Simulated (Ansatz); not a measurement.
C2H4NO: several calculations on one system

Part 1: Relaxation

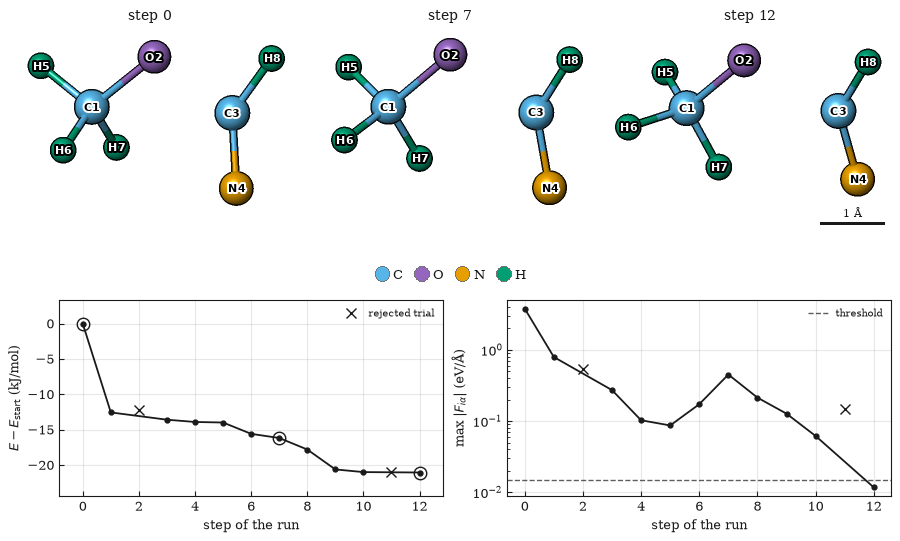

Frames of a relaxation of C2H4NO (charge −1), marked on the history of the run. The picture is a ball-and-stick view, seen at a tilt.

The run prepares an end point of a later path (torsion) calculation, from a guessed geometry.

These are results of RKS B3LYP-D4/6-31G (Ansatz), not measurements. (no spin polarisation; force threshold 0.015 eV/Å; at most 40 steps)

### Describe the path.

N4 moves most after the best rigid fit: 0.71 Å. Largest moves by element: N 0.71 Å, H 0.66 Å, O 0.40 Å, C 0.16 Å. Near-neighbour distances that change, for instance: O2–C3 1.626 → 1.682 Å, C1–O2 1.369 → 1.420 Å, C3–N4 1.184 → 1.220 Å, C3–H8 1.109 → 1.098 Å. Among the angles between lasting bonds that change: O2–C1–H5 109.3° → 112.3°, O2–C1–H7 111.9° → 109.0°. After 10 accepted moves (12 points after the start) the energy has fallen by 21.1 kJ/mol. Largest force component: 3.8 eV/Å at the start, 0.012 eV/Å at the end. The line search rejected the trial steps at points 2, 11 of the run. Cost: 41 s on 1 thread of Arm Neoverse N1, on a shared host, peak memory 0.12 GiB. From step 0 to 7: N4 moves most (0.37 Å), energy −16.2 kJ/mol. From step 7 to 12: N4 moves most (0.36 Å), energy −4.88 kJ/mol.

```tsv
step	E − E(0), kJ/mol	largest force component, eV/Å	note
0	0.00	3.7958	
1	-12.56	0.7953	
2	-12.22	0.5425	rejected
3	-13.59	0.2727	
4	-13.91	0.1028	
5	-13.99	0.0869	
6	-15.59	0.1729	
7	-16.18	0.4510	
8	-17.81	0.2138	
9	-20.62	0.1272	
10	-21.00	0.0619	
11	-20.92	0.1503	rejected
12	-21.06	0.0117
```

Limits of the set-up: the basis has no diffuse functions, which an anion needs.

Part 2: Relaxation

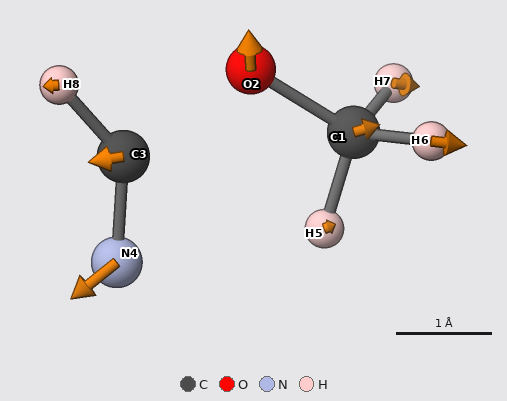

This is a relaxation of C2H4NO (charge −1). The starting structure is drawn; orange arrows show the displacements, 10 times their true length. The two geometries are superimposed by the best rigid fit.

A ball-and-stick model, seen at a tilt.

The run prepares an end point of a later path (torsion) calculation, from a guessed geometry.

All numbers below come from Ansatz 0.2.0, RKS B3LYP-D4/6-31G. Settings: no spin polarisation; force threshold 0.015 eV/Å; at most 40 steps.

Describe the change and its energy.

The atom that moves furthest after the best rigid fit is N4 (0.064 Å). Largest moves by element: N 0.064 Å, O 0.048 Å, H 0.040 Å, C 0.039 Å. Near-neighbour distances that change, for instance: O2–C3 1.626 → 1.683 Å, C1–O2 1.369 → 1.420 Å, C3–N4 1.183 → 1.220 Å, C3–H8 1.109 → 1.098 Å. The energy falls by 13.7 kJ/mol in 4 accepted moves (6 points after the start). The largest force component goes from 3 to 0.0051 eV/Å. The line search rejected the trial steps at points 2, 5 of the run.

Limits of the set-up: the basis has no diffuse functions, which an anion needs.

Part 3: Path

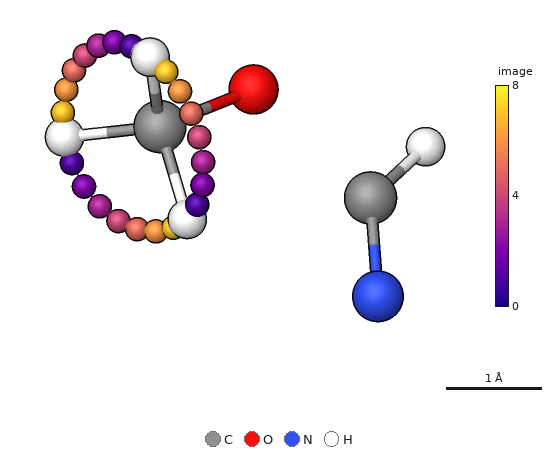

A nudged-elastic-band calculation for C2H4NO (charge −1). Images are numbered from 0 (start) to 8 (end). The start is drawn whole; smaller spheres mark the moving atoms (H) in the later images, joined by lines and coloured by the number of the image. A ball-and-stick model, seen at a tilt.

Level of theory: RKS B3LYP-D4/6-31G (Ansatz).

Input
```yaml
crystal:
  periodic: [false, false, false]
  atoms:
    - { symbol: C, position_ang: [0.254706, 0.952107, -0.439344] }
    - { symbol: O, position_ang: [0.437979, -0.439815, -0.652902] }
    - { symbol: C, position_ang: [-0.317158, -1.335363, 0.554334] }
    - { symbol: "N", position_ang: [-0.946753, -0.894286, 1.50128] }
    - { symbol: H, position_ang: [-0.26654, 1.442509, -1.287647] }
    - { symbol: H, position_ang: [1.216906, 1.487382, -0.298405] }
    - { symbol: H, position_ang: [-0.356853, 1.100233, 0.473318] }
    - { symbol: H, position_ang: [-0.022286, -2.312777, 0.149356] }
total_charge: -1
basis:
  gaussian: { orbitals: "6-31G" }
hamiltonian:
  xc: b3lyp
  dispersion: d4
neb:
  order_check: false
  images: 7
  f_tol: 0.05
  max_iterations: 60
  initial_path: idpp
  final_atoms:
    - { symbol: C, position_ang: [0.36898346, 0.98177601, -0.25383369] }
    - { symbol: O, position_ang: [0.83667071, -0.33572053, -0.0054215] }
    - { symbol: C, position_ang: [-0.44452781, -1.36886958, 0.34729237] }
    - { symbol: "N", position_ang: [-1.62675797, -1.07247741, 0.39378843] }
    - { symbol: H, position_ang: [-0.7347993, 0.99899677, -0.15163901] }
    - { symbol: H, position_ang: [0.62479324, 1.33446088, -1.27458062] }
    - { symbol: H, position_ang: [0.79167188, 1.72029593, 0.45860189] }
    - { symbol: H, position_ang: [0.1839668, -2.25847207, 0.48578214] }
```

Run as
```bash
ansatz run input.yaml --threads 1 --pin off --max-ram 2048MiB --backend cpu --events-out ev --progress --plain --runs-dir out
```

What moves, how far, and at what cost in energy?

The motion is a rotation about the C–O bond. No bond forms or breaks between the ends. Bond angles that change up to the highest image, for instance: O–C–H 109.0° → 112.9°, O–C–H 112.3° → 108.7°. The barrier is about 1.76 kcal/mol in both directions, with image 4 at the top; the ends have the same energy. The band is converged.

Limits of the set-up: the basis has no diffuse functions, which an anion needs.

The run took 5.7 min on 1 thread of Arm Neoverse N1 (shared host), peak memory 0.1 GiB.
